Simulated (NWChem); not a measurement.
**CH2BrI (bromoiodomethane): levels of theory compared**

Aim: a comparison of 5 runs (HF/def2-SVP, M06-2X/def2-TZVP, r2SCAN/3-21G, PBE0/def2-SVP, CCSD(T)/3-21G) of CH2BrI (bromoiodomethane). 

The results are computed with NWChem 7.3.0.

**1. The molecule**

CH2BrI: 5 atoms, total charge 0, spin state singlet. SMILES: `BrCI`. Geometry: relaxed at PBE0-D4/def2-TZVP.

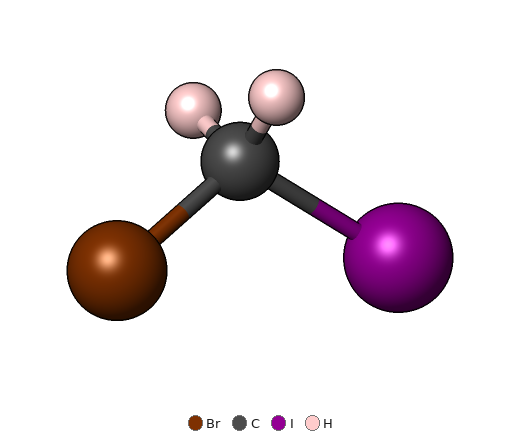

The structure, seen from a chosen angle (bromine brown, carbon dark grey, iodine purple, hydrogen pink).

**2. Energy and forces at HF/def2-SVP (core potential) (run 1)**

run.py reads:

```python
from ase import Atoms
from ase.calculators.nwchem import NWChem

mol = Atoms(['Br', 'C', 'I', 'H', 'H'], positions=[
    [-1.807600, -0.091200, 0.355300],
    [0.027600, 0.081600, -0.181200],
    [1.424400, -0.779400, 1.170600],
    [0.257900, 1.138200, -0.252900],
    [0.147500, -0.422800, -1.133000],
])

calc = NWChem(
    label='struct',
    theory='scf',
    memory='2200 mb',
    basis='def2-SVP',
    basispar='spherical bse',
    scf={'nopen': '0', 'rhf': None, 'thresh': '1e-08', 'maxiter': '80'},
    **{'ecp bse': {'I library': 'def2-SVP'}},
)
mol.calc = calc

forces = mol.get_forces()
print(f"energy = {mol.get_potential_energy():.6f} eV")
print("forces (eV/A):")
for s, f in zip(mol.symbols, forces):
    print(f"{s:2s} {f[0]:10.5f} {f[1]:10.5f} {f[2]:10.5f}")
print("dipole (e A):", mol.get_dipole_moment().round(4))
```

Command:

```sh
$ export ASE_NWCHEM_COMMAND="nwchem PREFIX.nwi > PREFIX.nwo"
$ python run.py
```

The log of the run:

```text
energy = -79123.602541 eV
forces (eV/A):
Br   -0.13843    0.00422    0.01034
C    -0.06294    0.10814   -0.18918
I     0.22960   -0.12609    0.19510
H    -0.02149   -0.09827   -0.06798
H    -0.00674    0.11195    0.05173
dipole (e A): [ 0.1362  0.1296 -0.247 ]
```

The calculator wrote struct.nwi:

```
title "struct"

permanent_dir struct

scratch_dir struct

start struct

geometry units angstrom nocenter noautosym noautoz
  Br -1.8076000000000001e+00 -9.1200000000000003e-02 3.5530000000000000e-01
  C  2.7600000000000000e-02 8.1600000000000006e-02 -1.8120000000000000e-01
  I  1.4244000000000001e+00 -7.7939999999999998e-01 1.1706000000000001e+00
  H  2.5790000000000002e-01 1.1382000000000001e+00 -2.5290000000000001e-01
  H  1.4749999999999999e-01 -4.2280000000000001e-01 -1.1330000000000000e+00
end

memory 2200 mb

basis spherical bse noprint
   * library def2-SVP
end

scf
  nopen 0
  rhf
  thresh 1e-08
  maxiter 80
end
ecp bse
  I library def2-SVP
end

task scf gradient
```

struct.nwo, shortened:

```text
[...]
      One-electron energy =  -4675.425172833174
[... 1 line left out ...]
 Nuclear repulsion energy =    262.313288039910
[... 52 lines left out ...]
                       ROHF Final Molecular Orbital Analysis
[... 189 lines left out ...]
     1   1 0 0      0.257357      0.000000    -51.183228
[...]
  wavefunction    =   RHF
                         RHF ENERGY GRADIENTS
    atom               coordinates                        gradient
                 x          y          z           x          y          z
   1 Br     -3.415869  -0.172343   0.671420    0.002692  -0.000082  -0.000201
   2 C       0.052156   0.154202  -0.342418    0.001224  -0.002103   0.003679
   3 I       2.691726  -1.472852   2.212113   -0.004465   0.002452  -0.003794
   4 H       0.487360   2.150886  -0.477912    0.000418   0.001911   0.001322
   5 H       0.278735  -0.798976  -2.141060    0.000131  -0.002177  -0.001006
[...]
```

Run time: 22 s. Hardware: 1 thread of AMD EPYC 9R45 (Zen 5), shared host; peak memory 0.1 GiB.

**3. Energy and gradient at M06-2X/def2-TZVP (core potential) (run 2)**

Changes to run.py since step 2:

```diff
@@ -12,9 +12,9 @@
 calc = NWChem(
-    label='struct',
-    theory='scf',
+    label='geom',
+    theory='dft',
     memory='2200 mb',
-    basis='def2-SVP',
+    basis='def2-TZVP',
     basispar='spherical bse',
-    scf={'nopen': '0', 'rhf': None, 'thresh': '1e-08', 'maxiter': '80'},
-    **{'ecp bse': {'I library': 'def2-SVP'}},
+    dft={'xc': 'm06-2x', 'mult': '1', 'grid': 'fine', 'convergence': 'energy 1e-08', 'iterations': '100', 'mulliken': None, 'print': 'low'},
+    **{'ecp bse': {'I library': 'def2-TZVP'}},
 )
@@ -27,2 +27 @@
     print(f"{s:2s} {f[0]:10.5f} {f[1]:10.5f} {f[2]:10.5f}")
-print("dipole (e A):", mol.get_dipole_moment().round(4))
```

Command:

```sh
$ export ASE_NWCHEM_COMMAND="nwchem PREFIX.nwi > PREFIX.nwo"
$ python run.py
```

The log of the run:

```text
energy = -79215.609807 eV
forces (eV/A):
Br   -0.08336   -0.01589    0.03903
C     0.09734    0.06294   -0.12856
I     0.00334   -0.01075    0.01887
H    -0.01296   -0.07940    0.00026
H    -0.00437    0.04309    0.07040
```

The calculator wrote geom.nwi:

```
title "geom"

permanent_dir geom

scratch_dir geom

start geom

geometry units angstrom nocenter noautosym noautoz
  Br -1.8076000000000001e+00 -9.1200000000000003e-02 3.5530000000000000e-01
  C  2.7600000000000000e-02 8.1600000000000006e-02 -1.8120000000000000e-01
  I  1.4244000000000001e+00 -7.7939999999999998e-01 1.1706000000000001e+00
  H  2.5790000000000002e-01 1.1382000000000001e+00 -2.5290000000000001e-01
  H  1.4749999999999999e-01 -4.2280000000000001e-01 -1.1330000000000000e+00
end

memory 2200 mb

basis spherical bse noprint
   * library def2-TZVP
end

dft
  xc m06-2x
  mult 1
  grid fine
  convergence energy 1e-08
  iterations 100
  mulliken
  print low
end
ecp bse
  I library def2-TZVP
end

task dft gradient
```

geom.nwo, shortened:

```text
[...]
         Total DFT energy =    -2911.119989834124
      One electron energy =    -4676.023823695779
           Coulomb energy =     1622.285547904773
    Exchange-Corr. energy =     -119.695002083028
 Nuclear repulsion energy =      262.313288039910
[... 17 lines left out ...]
     -------------------------------------------
      Total Density - Lowdin Population Analysis
[...]
                         DFT ENERGY GRADIENTS
    atom               coordinates                        gradient
                 x          y          z           x          y          z
   1 Br     -3.415869  -0.172343   0.671420    0.001621   0.000309  -0.000759
   2 C       0.052156   0.154202  -0.342418   -0.001893  -0.001224   0.002500
   3 I       2.691726  -1.472852   2.212113   -0.000065   0.000209  -0.000367
   4 H       0.487360   2.150886  -0.477912    0.000252   0.001544  -0.000005
   5 H       0.278735  -0.798976  -2.141060    0.000085  -0.000838  -0.001369
 Task  times  cpu:       83.5s     wall:       83.5s
 Total times  cpu:       83.5s     wall:       83.5s
```

Run time: 85 s. Hardware: 1 thread of AMD EPYC 9R45 (Zen 5), shared host; peak memory 0.14 GiB.

**4. Energy and forces at r2SCAN/3-21G (run 3)**

test.xyz reads:

```xyz
5
CH2BrI
Br    -1.807600    -0.091200     0.355300
C      0.027600     0.081600    -0.181200
I      1.424400    -0.779400     1.170600
H      0.257900     1.138200    -0.252900
H      0.147500    -0.422800    -1.133000
```

test.nw reads:

```
START test
TITLE "CH2BrI"
memory stack 880 mb heap 220 mb global 1100 mb

GEOMETRY noautosym nocenter noautoz
 load format xyz test.xyz
END

BASIS spherical bse
 Br library 3-21G
 C library 3-21G
 I library 3-21G
 H library 3-21G
END

DFT
 xc r2scan
 mult 1
 grid xfine
 convergence energy 1e-08
 iterations 100
 mulliken
END

TASK dft gradient
```

Command:

```sh
$ nwchem test.nw > test.out
```

The log of the run:

```text
[...]
          Wavefunction type:  closed shell.
          No. of atoms     :     5
          No. of electrons :    96
[...]
          Charge           :     0
          Spin multiplicity:     1
[...]
          AO basis - number of functions:    66
[...]
              XC Information
              --------------
                      r^2SCAN Method XC Functional
               r^2SCAN metaGGA Exchange Functional  1.000
                     r^2SCAN Correlation Potential  1.000
[...]
 d= 0,ls=0.0,diis     1  -9490.5186062815 -9.96D+03  2.67D-02  5.89D-01     1.1
[...]
 d= 0,ls=0.0,diis     8  -9490.5916422045  6.59D-09  5.29D-06  9.43D-08     6.6
         Total DFT energy =    -9490.591642204483
      One electron energy =   -14034.202009807548
           Coulomb energy =     4349.751590303081
    Exchange-Corr. energy =     -273.789585978727
 Nuclear repulsion energy =      467.648363278711
[...]
      Total Density - Mulliken Population Analysis
     ---------------------------------------------
    Atom       Charge   Shell Charges
 -----------   ------   -------------------------------------------------------
    1 Br  35    34.86   2.00  2.00  5.99  2.00  5.96  0.82  2.36  1.13  2.60  9.99
    2 C    6     7.02   1.99  0.36  1.53  1.29  1.85
    3 I   53    52.78   2.00  2.00  6.00  2.00  5.99  2.00  5.96  1.03  2.66  0.91  2.24 10.00 10.00
    4 H    1     0.67   0.46  0.21
    5 H    1     0.67   0.46  0.21
[...]
  wavefunction    = closed shell
                         DFT ENERGY GRADIENTS
    atom               coordinates                        gradient
                 x          y          z           x          y          z
   1 Br     -3.415869  -0.172343   0.671420    0.026275   0.001142  -0.005327
   2 C       0.052156   0.154202  -0.342418   -0.007218  -0.006912   0.013255
   3 I       2.691726  -1.472852   2.212113   -0.017824   0.009454  -0.014537
   4 H       0.487360   2.150886  -0.477912   -0.000730  -0.003432   0.002419
   5 H       0.278735  -0.798976  -2.141060   -0.000503  -0.000252   0.004190
[...]
```

Run time: 11 s. Hardware: 1 thread of AMD EPYC 9R45 (Zen 5), shared host; peak memory 0.13 GiB.

Run 4 isn't shown in full; the table further down has it.

**5. The energy at CCSD(T)/3-21G (run 5)**

ch2bri.nw reads:

```
start ch2bri
memory total 2200 mb

geometry units angstrom noautosym nocenter noautoz
Br    -1.807600    -0.091200     0.355300
C      0.027600     0.081600    -0.181200
I      1.424400    -0.779400     1.170600
H      0.257900     1.138200    -0.252900
H      0.147500    -0.422800    -1.133000
end

basis spherical bse
* library 3-21G
end

scf
thresh 1e-08
maxiter 80
noprint "final vectors analysis"
end

ccsd
freeze core 28
maxiter 60
end

task ccsd(t) energy
```

Command:

```sh
$ nwchem ch2bri.nw > ch2bri.out
```

The log of the run:

```text
[...]
  functions       =    66
[...]
  wavefunction    = RHF
[...]
         Total SCF energy =  -9486.157221971074
      One-electron energy = -14032.669367333128
      Two-electron energy =   4078.863782083344
 Nuclear repulsion energy =    467.648363278711
        Time for solution =      3.8s
[...]
 Total MP2 energy:          -9486.316306752252785
[...]
             energy      energy      error      ampl     ampl      Block
                                                time     time      time
[...]
 Total CCSD energy:          -9486.338637722648855
[...]
 Total CCSD+T(CCSD) energy:          -9486.343107273385613
[...]
 Total CCSD(T) energy:               -9486.342732207409426
[...]
```

It took 29 s on 1 thread of AMD EPYC 9R45 (Zen 5), shared host; peak memory 0.19 GiB.

**6. All runs side by side**

```tsv
run	level	core potential	iteration cap	energy (Eh)	dipole moment (D)	HOMO energy (eV)	LUMO energy (eV)	wall time
1	HF/def2-SVP (core potential)	def2-SVP	80	-2907.738785	1.49	-10.10	2.16	22 s
2	M06-2X/def2-TZVP (core potential)	def2-TZVP	100	-2911.119990	–	–	–	85 s
3	r2SCAN/3-21G	–	100	-9490.591642	1.52	-6.50	-1.98	11 s
4	PBE0/def2-SVP (core potential)	def2-SVP	100	-2910.479494	1.32	-7.52	-1.38	20 s
5	CCSD(T)/3-21G	–	80	-9486.342732	–	–	–	29 s
```

**7. Summary of results**

| quantity | value |
| --- | --- |
| run 5: total energy | -9486.34273 Eh |
| run 5: correlation energy (28 core orbitals frozen) | -185.5 mEh |
| run 5: (T) correction | -4.09 mEh |

What this shows: Over runs 1, 3, 4 the dipole moment (its size) runs from 1.32 D (PBE0/def2-SVP) to 1.52 D (r2SCAN/3-21G). The two ends differ in method and basis and core potential. Over runs 1, 3, 4 the HOMO–LUMO gap runs from 4.52 eV (r2SCAN/3-21G) to 12.26 eV (HF/def2-SVP). Totals of different functionals can't be ranked against each other. Some runs of one species differ in core potentials or relativity; totals across that change don't compare. In runs 3, 5 relativity is left out where basis or elements ask for it. All runs together took 2.8 min, the longest 85 s.
